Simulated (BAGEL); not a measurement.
**BH2SCl (SMILES SBCl) at FCI/STO-3G (density fitting with cc-pvqz-jkfit)**

What is the energy change on altering one bond length of BH2SCl at FCI/STO-3G (density fitting with cc-pvqz-jkfit)? 

The results are computed with BAGEL 1.2.2.

**1. The system as given**

BH2SCl: 5 atoms, total charge 0, spin state singlet. As SMILES, `SBCl`. The shape is that of a PBE0-D4/def2-TZVP optimisation. This is one conformer, not always the lowest.

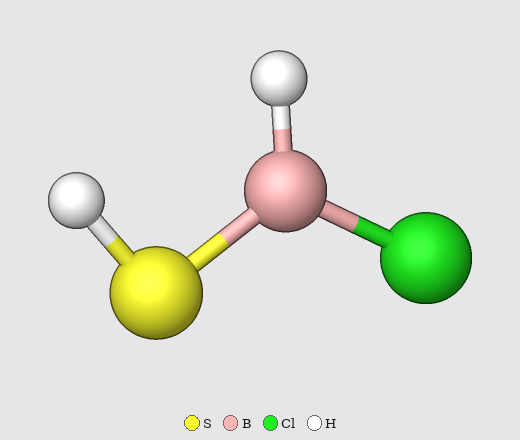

Viewed from a chosen angle; sulfur yellow, boron pink, chlorine green, hydrogen white.

**2. The energy at FCI/STO-3G (density fitting with cc-pvqz-jkfit)**

Input file calc.json:

```json
{ "bagel": [

{
  "title": "molecule",
  "basis": "sto-3g",
  "df_basis": "cc-pvqz-jkfit",
  "angstrom": true,
  "geometry": [
    { "atom": "S", "xyz": [   -1.294500,   -0.008800,   -0.323500 ] },
    { "atom": "B", "xyz": [    0.402900,   -0.217800,    0.164700 ] },
    { "atom": "Cl", "xyz": [    0.888700,   -1.738900,    0.868900 ] },
    { "atom": "H", "xyz": [   -1.157600,    1.248200,   -0.777100 ] },
    { "atom": "H", "xyz": [    1.210400,    0.643400,    0.025700 ] }
  ]
},
{ "title": "hf", "charge": 0 },
{ "title": "fci", "nstate": 1, "charge": 0, "ncore": 11 }

]}
```

Run with:

```bash
$ BAGEL_NUM_THREADS=1 BAGEL calc.json > calc.out
```

What it wrote:

```text
* using 1 threads per process

  ===============================================================
  ===============================================================

  *** Geometry ***

  { "atom" : "S", "xyz" : [     -2.446250,     -0.016630,     -0.611326 ] },
  { "atom" : "B", "xyz" : [      0.761371,     -0.411582,      0.311238 ] },
  { "atom" : "Cl", "xyz" : [      1.679400,     -3.286045,      1.641983 ] },
  { "atom" : "H", "xyz" : [     -2.187547,      2.358756,     -1.468506 ] },
  { "atom" : "H", "xyz" : [      2.287325,      1.215850,      0.048566 ] },

  Number of auxiliary basis functions:      504

  Since a DF basis is specified, we compute 2- and 3-index integrals:
    o Being stored without compression. Storage requirement is 0.003 GB

  Number of basis functions:       25
  Number of electrons      :       40

    * METHOD: MOLECULE                             0.19

  *** RHF ***

  === Nuclear Repulsion ===
   115.9794314719

      * DIIS with orbital gradients will be used.

  === RHF iteration (sto-3g) ===
      0       -873.28769974          0.01585718           0.02
      1       -873.34930612          0.00516185           0.02
      2       -873.35567217          0.00099326           0.02
      3       -873.35601607          0.00012385           0.02
      4       -873.35602353          0.00004108           0.02
      5       -873.35602456          0.00000645           0.02
      6       -873.35602458          0.00000124           0.02
      7       -873.35602458          0.00000031           0.01
      8       -873.35602458          0.00000006           0.02
      9       -873.35602458          0.00000001           0.02
     10       -873.35602458          0.00000000           0.02
    * SCF iteration converged.

    * Permanent dipole moment:
           (    0.265411,    -0.898784,     0.411010) a.u.

    * METHOD: HF                                   0.24

  ---------------------------
        FCI calculation
  ---------------------------

  Performs exactly the same way as Knowles & Handy 1984 CPL

  o alpha-beta strings
      length:          4004
  o size of the space
      determinant space:  4008004
      spin-adapted space: 1002001

  o single displacement lists (alpha)
      length:        108108
  o single displacement lists (beta)
      length:        108108

     guess   0:   closed 111111111.....       open ..............

  === FCI iteration ===

      0  0      -873.35602458     1.93e-04      9.22
      1  0      -873.44157627     8.50e-05      9.23
      2  0      -873.45338816     3.85e-05      9.38
      3  0      -873.45590525     1.55e-05      9.38
      4  0      -873.45625453     7.82e-06      9.26
      5  0      -873.45635191     3.68e-06      9.48
      6  0      -873.45636909     1.81e-06      9.52
      7  0      -873.45637268     7.73e-07      9.35
      8  0      -873.45637332     3.48e-07      8.92
      9  0      -873.45637345     1.52e-07      9.22
     10  0      -873.45637348     7.00e-08      9.21
     11  0      -873.45637348     2.94e-08      9.58
     12  0      -873.45637348     1.20e-08      9.16
     13  0      -873.45637348     4.75e-09      9.12
     14  0      -873.45637348     1.90e-09      9.10
     15  0      -873.45637348     7.18e-10      8.71
     16  0      -873.45637348     2.78e-10      8.48
     17  0      -873.45637348     1.09e-10      8.61
     18  0 *    -873.45637348     4.36e-11      7.58

     * ci vector, state   0, <S^2> = -0.0000
       222222222.....    -0.9589198734
       22222222.2....     0.0632832785
       22222222ba....     0.0558115005
       22222222ab....     0.0558115005

    * METHOD: FCI                                175.24

  ===============================================================
```

Wall time 2.9 min (1 thread of Arm Neoverse V1, shared host); peak memory 7.6 GiB.

**3. The distorted shape, same level**

Input file job.json:

```json
{ "bagel" : [

{
  "title" : "molecule",
  "basis" : "sto-3g",
  "df_basis" : "cc-pvqz-jkfit",
  "angstrom" : "true",
  "geometry" : [
    { "atom" : "S", "xyz" : [   -2.263519,   -1.042260,   -0.156697 ] },
    { "atom" : "B", "xyz" : [   -0.566119,   -1.251260,    0.331503 ] },
    { "atom" : "Cl", "xyz" : [   -0.080319,   -2.772360,    1.035703 ] },
    { "atom" : "H", "xyz" : [   -2.126619,    0.214740,   -0.610297 ] },
    { "atom" : "H", "xyz" : [    1.210400,    0.643400,    0.025700 ] }
  ]
},
{
  "title" : "hf",
  "charge" : 0
},
{
  "title" : "fci",
  "nstate" : 1,
  "charge" : 0,
  "ncore" : 11
}

]}
```

Run with:

```bash
$ BAGEL_NUM_THREADS=1 BAGEL job.json > job.out
```

What it wrote:

```text
* using 1 threads per process

  ===============================================================
  ===============================================================

  *** Geometry ***

  { "atom" : "S", "xyz" : [     -4.277431,     -1.969586,     -0.296114 ] },
  { "atom" : "B", "xyz" : [     -1.069810,     -2.364539,      0.626450 ] },
  { "atom" : "Cl", "xyz" : [     -0.151781,     -5.239001,      1.957195 ] },
  { "atom" : "H", "xyz" : [     -4.018727,      0.405800,     -1.153294 ] },
  { "atom" : "H", "xyz" : [      2.287325,      1.215850,      0.048566 ] },

  Number of auxiliary basis functions:      504

  Since a DF basis is specified, we compute 2- and 3-index integrals:
    o Being stored without compression. Storage requirement is 0.003 GB

  Number of basis functions:       25
  Number of electrons      :       40

    * METHOD: MOLECULE                             0.17

  *** RHF ***

  === Nuclear Repulsion ===
   112.5059969630

      * DIIS with orbital gradients will be used.

  === RHF iteration (sto-3g) ===
      0       -872.84350309          0.02348789           0.02
      1       -872.88094040          0.02539844           0.01
      2       -873.04213893          0.00183912           0.01
      3       -873.04324458          0.00056214           0.01
      4       -873.04333987          0.00010555           0.01
      5       -873.04334371          0.00001987           0.01
      6       -873.04334383          0.00000295           0.01
      7       -873.04334383          0.00000112           0.01
      8       -873.04334384          0.00000020           0.01
      9       -873.04334384          0.00000006           0.01
     10       -873.04334384          0.00000001           0.01
     11       -873.04334384          0.00000001           0.01
    * SCF iteration converged.

    * Permanent dipole moment:
           (    0.655035,    -0.491958,     0.347366) a.u.

    * METHOD: HF                                   0.23

  ---------------------------
        FCI calculation
  ---------------------------

  Performs exactly the same way as Knowles & Handy 1984 CPL

  o alpha-beta strings
      length:          4004
  o size of the space
      determinant space:  4008004
      spin-adapted space: 1002001

  o single displacement lists (alpha)
      length:        108108
  o single displacement lists (beta)
      length:        108108

     guess   0:   closed 111111111.....       open ..............

  === FCI iteration ===

      0  0      -873.04334384     2.15e-04      8.49
      1  0      -873.22235845     1.30e-04      8.39
      2  0      -873.25680281     7.30e-05      8.17
      3  0      -873.26711036     3.25e-05      8.36
      4  0      -873.26909406     1.81e-05      8.38
      5  0      -873.26967303     1.04e-05      8.06
      6  0      -873.26986744     6.28e-06      8.24
      7  0      -873.26992435     3.48e-06      8.45
      8  0      -873.26993925     1.77e-06      8.42
      9  0      -873.26994306     9.09e-07      8.16
     10  0      -873.26994409     4.57e-07      8.01
     11  0      -873.26994438     2.42e-07      8.14
     12  0      -873.26994445     1.21e-07      8.31
     13  0      -873.26994447     5.69e-08      8.16
     14  0      -873.26994447     2.60e-08      8.10
     15  0      -873.26994447     1.12e-08      8.18
     16  0      -873.26994447     4.96e-09      8.36
     17  0      -873.26994447     2.25e-09      8.31
     18  0      -873.26994447     1.01e-09      8.35
     19  0      -873.26994447     4.63e-10      8.45
    ** throwing out 1 trial vectors **
     20  0      -873.26994447     2.20e-10      8.54
    ** throwing out 1 trial vectors **
     21  0      -873.26994447     1.00e-10      8.41
    ** throwing out 1 trial vectors **
     22  0 *    -873.26994447     4.75e-11      7.52

     * ci vector, state   0, <S^2> = -0.0000
       222222222.....     0.8117485468
       22222222.2....    -0.4846878452
       22222a22b2....     0.0546543402
       22222b22a2....     0.0546543402
       22222222ab....     0.0514138206
       22222222ba....     0.0514138206

    * METHOD: FCI                                192.46

  ===============================================================
```

It took 3.2 min on 1 thread of Arm Neoverse V1, shared host; peak memory 7.7 GiB.

**4. Summary of results**

At FCI/STO-3G (density fitting with cc-pvqz-jkfit), 11 core orbitals frozen:

| quantity | value |
| --- | --- |
| first shape: total energy | -873.45637 Eh |
| distorted shape: total energy | -873.26994 Eh |
| energy change with the B2–H5 bond stretched from 1.189 to 2.615 Å | 5.073 eV |

In words: With the B2–H5 bond stretched from 1.189 to 2.615 Å the energy rises by 5.07 eV (489 kJ/mol). The first shape isn't relaxed at this level, so the change isn't measured from a minimum. The minimal basis adds a large error of its own.
